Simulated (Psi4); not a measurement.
# Two attempts at RbCl (SMILES [Cl][Rb])

Wanted: energy and forces of RbCl, FNO-CCSD/def2-SV(P) (density fitting, core potential, density fitting for correlation).

Program for the calculation: Psi4 1.11.

4 further runs of the same task are left out: 4 set aside as unsound or not needed.

### 1 The system as given

The species is RbCl (2 atoms), meant as a singlet with charge 0. As SMILES, `[Cl][Rb]`. The shape comes from GFN2-xTB, which is rough for such elements, and wasn't checked as a minimum.

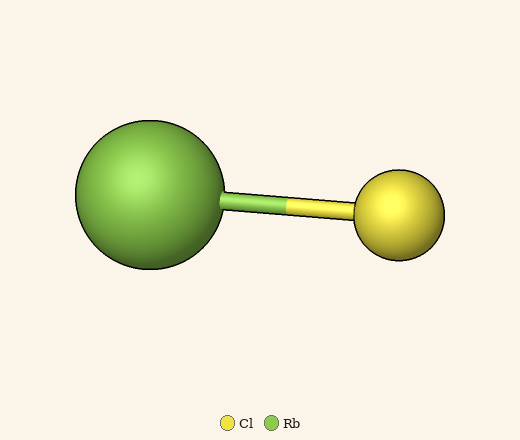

The structure, seen from a chosen angle (chlorine yellow, rubidium green).

### 2 First attempt

Input file calc.py:

```python
import psi4

psi4.set_memory(1600000000)
psi4.set_num_threads(1)
psi4.set_output_file('clrb.out', False)

molecule = psi4.geometry("""
0 1
Cl     0.000000     0.000000     0.000000
Rb     0.080000     0.000000     0.000000
""")

psi4.set_options({
    'basis': 'def2-SV(P)',
    'scf_type': 'df',
    'num_frozen_docc': 5,
    'cc_type': 'df',
})

e, wfn = psi4.gradient("fno-ccsd", molecule=molecule, return_wfn=True)
print('gradient / Eh bohr^-1')
print(e.np.round(6))
print(f'energy = {wfn.energy():.10f} Eh')
```

The run is started by

```bash
python calc.py
```

clrb.out:

```text
-----------------------------------------------------------------------
                               Psi4 1.11 release

    h
    h
    h

    -----------------------------------------------------------------------

    Memory:     1.5 GiB
    Threads:    1
                ecpint, einsums, f̶o̶r̶t̶e̶, gauxc, gcp, g̶d̶m̶a̶, geometric, g̶p̶u̶_̶d̶f̶c̶c̶,
                i̶n̶t̶e̶g̶r̶a̶t̶o̶r̶x̶x̶, i̶p̶i̶, libefp, m̶d̶i̶, m̶p̶2̶d̶, m̶r̶c̶c̶, ooo,
                o̶p̶e̶n̶f̶e̶r̶m̶i̶o̶n̶p̶s̶i̶4̶, pcmsolver, p̶s̶i̶4̶f̶o̶c̶k̶c̶i̶, p̶s̶i̶x̶a̶s̶,
                p̶y̶e̶i̶n̶s̶u̶m̶s̶, r̶e̶s̶p̶, s̶i̶m̶i̶n̶t̶, s̶n̶s̶m̶p̶2̶,
                v̶2̶r̶d̶m̶_̶c̶a̶s̶s̶c̶f̶
```

Standard output:

```text
Traceback (most recent call last):
  File "calc.py", line 7, in <module>
    molecule = psi4.geometry("""
qcelemental.exceptions.ValidationError: Following atoms are too close: [(0, np.int64(1), np.float64(0.08))]
```

Run time: 0.99 s. Hardware: 1 thread of Intel Xeon Platinum 8488C (Sapphire Rapids), shared host; peak memory 0.13 GiB.

### 3 What went wrong

The program refused the input.

The telling line is `qcelemental.exceptions.ValidationError: Following atoms are too close: [(0, np.int64(1), np.float64(0.08))]`. What is wrong: two atoms lie on top of or far too near each other. As the program read them, the closest atoms are 0.08 Å apart, against 2.71 Å in the sound input.

### 4 Try two

Input file run.py:

```python
import psi4

psi4.set_memory(1600000000)
psi4.set_num_threads(1)
psi4.core.set_output_file('clrb.out', False)

geom = psi4.geometry("""
0 1
Cl     0.000000     0.000000     0.000000
Rb     0.000000     0.000000     2.714820
""")

psi4.set_options({
    'basis': 'def2-SV(P)',
    'scf_type': 'df',
    'num_frozen_docc': 5,
    'cc_type': 'df',
})

result, w = psi4.gradient('fno-ccsd', return_wfn=True)
print('gradient / Eh bohr^-1')
print(result.np.round(6))
print(f'energy = {w.energy():.10f} Eh')
```

The run is started by

```bash
python run.py
```

clrb.out:

```text
[...]
    !!!  WARNING: ECP capability is in beta. Please check occupations closely.  !!!
[...]
  Running in c2v symmetry.
[...]
  Nuclear repulsion =   29.823013397761176
[...]
  Multiplicity = 1
[...]
  Nalpha       = 13
  Nbeta        = 13
[...]
    Number of basis functions: 42
[...]
   @DF-RHF iter   1:  -483.18554084781465   -8.55572e-01   1.07455e-02 ADIIS/DIIS
[...]
      * MP2 total energy:                  -483.419703022587
[...]
      * CCSD total energy:                 -483.436888185644
[...]
      * MP2 total energy:                  -483.419718418389
[...]
      * CCSD total energy:                 -483.436904126213
[...]
   @DF-RHF iter  13:  -483.23268879144854    2.27374e-13   1.52411e-11 DIIS
[...]
    Orbital Energies [Eh]
    ---------------------
    Doubly Occupied:
       1A1  -104.626000     2A1   -10.387378     3A1    -7.861173
       1B2    -7.860721     1B1    -7.860721     4A1    -1.572034
       5A1    -0.917877     2B1    -0.808030     2B2    -0.808030
       6A1    -0.792329     7A1    -0.327607     3B2    -0.322541
       3B1    -0.322541
[...]
  @DF-RHF Final Energy:  -483.23268879144854
   => Energetics <=
    Nuclear Repulsion Energy =             29.8288547920100662
    One-Electron Energy =                -737.1891218568515569
    Two-Electron Energy =                 224.1275782733929987
    Total Energy =                       -483.2326887914485383
[...]
 Multipole Moments:
 ------------------------------------------------------------------------------------
     Multipole            Electronic (a.u.)      Nuclear  (a.u.)        Total (a.u.)
 ------------------------------------------------------------------------------------
 L = 1.  Multiply by 2.5417464519 to convert [e a0] to [Debye]
 Dipole X            :          0.0000000            0.0000000            0.0000000
 Dipole Y            :          0.0000000            0.0000000            0.0000000
 Dipole Z            :         52.4264303          -48.2964694            4.1299608
 Magnitude           :                                                    4.1299608
[...]
      * MP2 total energy:                  -483.419687540495
[...]
      * CCSD total energy:                 -483.436872158069
[...]
```

Standard output:

```text
gradient / Eh bohr^-1
[[ 0.       0.       0.01591]
 [ 0.       0.      -0.01591]]
energy = -483.4368881856 Eh
```

Wall time 7.2 s (1 thread of Intel Xeon Platinum 8488C (Sapphire Rapids), shared host); peak memory 0.2 GiB.

### 5 What came out

Level: FNO-CCSD/def2-SV(P) (density fitting, core potential, density fitting for correlation).

| quantity | value |
| --- | --- |
| total energy | -483.43689 Eh |
| correlation energy (5 core orbitals frozen) | -204.2 mEh |
| T1 diagnostic | 0.010 |
| largest force on an atom | 0.818 eV/Å |

In words: The largest force is 0.82 eV/Å: the shape isn't a stationary point for this species at this level.
